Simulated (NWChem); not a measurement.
# CAM-B3LYP/MINI run of CF4 (tetrafluoromethane)

Aim: the electronic atomisation energy of CF4 (tetrafluoromethane) at CAM-B3LYP/MINI, from 3 runs. 

The results are computed with NWChem 7.3.0.

1 further run of the same task is left out (set aside as unsound or not needed).

## 1. Starting point

The species is CF4 (5 atoms), meant as a singlet with charge 0. SMILES: `FC(F)(F)F`. Geometry: relaxed at PBE0-D4/def2-TZVP.

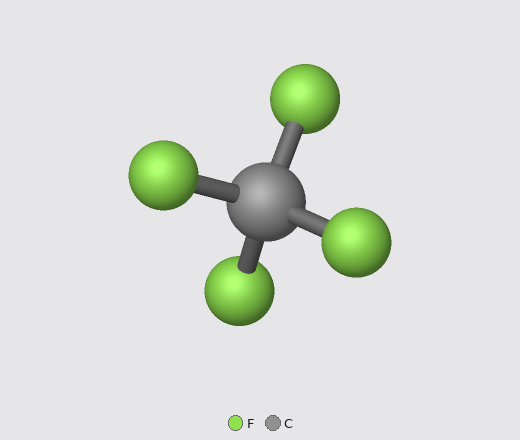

Viewed from a chosen angle; fluorine green, carbon grey.

## 2. The energy at CAM-B3LYP/MINI

calc.nw reads:

```
start calc
title "CF4 energy"
memory stack 880 mb heap 220 mb global 1100 mb
geometry units atomic noautosym nocenter noautoz
   F  -1.60645618  0.04781007  1.86988400
   C   0.01889726 -0.02777897 -0.01568473
   F   2.18735799 -0.94731971  0.79387394
   F  -0.87683292 -1.48532473 -1.82585338
   F   0.37152016  2.27334053 -0.90083244
end
basis spherical bse
   F library MINI
   C library MINI
end
dft
   xc xcamb88 1.00 lyp 0.81 vwn_5 0.19 hfexch 1.00
   cam 0.33 cam_alpha 0.19 cam_beta 0.46
   grid fine
   convergence energy 1e-08
   direct
   iterations 100
   mulliken
   print low
end
task dft
```

Started as:

```sh
$ nwchem calc.nw > calc.out
```

Standard output:

```text
[...]
 d= 0,ls=0.0,diis     1   -434.1845774904 -6.40D+02  7.65D-02  1.37D+00     0.3
[...]
 d= 0,ls=0.0,diis     7   -434.4129290655 -6.12D-11  3.84D-07  5.39D-11     1.1
         Total DFT energy =     -434.412929065454
      One electron energy =    -1012.596980957863
           Coulomb energy =      419.039793498743
    Exchange-Corr. energy =      -47.075796948456
 Nuclear repulsion energy =      206.220055342122
[...]
      Total Density - Mulliken Population Analysis
     ---------------------------------------------
    Atom       Charge   Shell Charges
 -----------   ------   -------------------------------------------------------
    1 F    9     9.24   2.00  1.94  5.30
    2 C    6     5.05   1.99  0.89  2.17
    3 F    9     9.24   2.00  1.94  5.30
    4 F    9     9.24   2.00  1.94  5.30
    5 F    9     9.24   2.00  1.94  5.30
[...]
```

Run time: 1.7 s. Hardware: 1 thread of AMD EPYC 9R14 (Zen 4), shared host; peak memory 0.11 GiB.

## 3. The C atom at the same level

mol.nw reads:

```
START mol
TITLE "C energy"
memory total 2200 mb

GEOMETRY units au noautosym nocenter noautoz
  C    0.00000000   0.00000000   0.00000000
END

BASIS spherical bse
  C library MINI
END

DFT
  xc xcamb88 1.00 lyp 0.81 vwn_5 0.19 hfexch 1.00
  cam 0.33 cam_alpha 0.19 cam_beta 0.46
  mult 3
  grid fine
  convergence energy 1e-08
  direct
  maxiter 100
  mulliken
  print low
END

TASK dft energy
```

Run the same way, it converges to -37.59015 Eh (log not shown).

## 4. The F atom, same level

job.nw reads:

```
start job
memory 2200 mb

geometry units angstrom noautosym nocenter noautoz
  F      0.000000     0.000000     0.000000
end

basis spherical bse
  * library MINI
end

dft
  xc xcamb88 1.00 lyp 0.81 vwn_5 0.19 hfexch 1.00
  cam 0.33 cam_alpha 0.19 cam_beta 0.46
  mult 2
  grid fine
  convergence energy 1e-08
  direct
  iterations 100
  mulliken
  print low
end

task dft energy
```

Run the same way, it converges to -99.08783 Eh (log not shown).

## 5. Outcome

At CAM-B3LYP/MINI:

```
                     quantity          value
       molecule: total energy  -434.41293 Eh
         C atom: total energy   -37.59015 Eh
                 C atom: ⟨S²⟩          2.000
         F atom: total energy   -99.08783 Eh
                 F atom: ⟨S²⟩          0.750
electronic atomisation energy      12.829 eV
```

What this shows: Taking the molecule apart into free atoms costs 12.83 eV (296 kcal/mol), before zero-point energy and without spin-orbit coupling. In a minimal basis such a difference can be off by several eV, whatever the method. Mulliken charges (molecule) run from -0.24 on F1 to +0.95 on C2.
